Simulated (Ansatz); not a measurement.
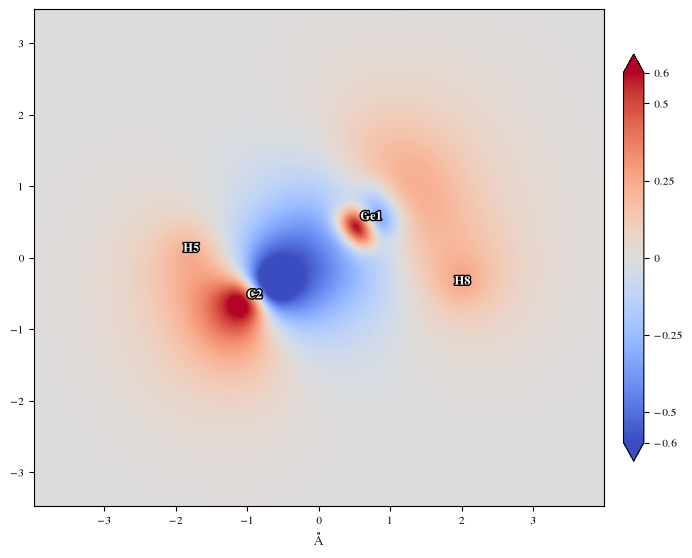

Figure 1: CH$_{6}$Ge. The HOMO on the plane of atoms Ge1, C2 and H5 (values in Å⁻³ᐟ²; the overall sign is arbitrary).

These are results of RKS PBE/def2-SVP (Ansatz), not measurements.

```xyz
8

Ge    0.4022    0.0131    0.0444
C     0.9323   -0.0149    1.9401
H     0.0414   -0.1313    2.5870
H     1.6225   -0.8589    2.1327
H     1.4442    0.9293    2.2090
H     1.6524    0.1632   -0.8644
H    -0.5551    1.2039   -0.2334
H    -0.3273   -1.3044   -0.3342
```

Question: Describe this orbital and give its energy.

Answer: It lies mainly on C2 (about 40 %) and Ge1 (about 30 %). Its energy is −7.61 eV.
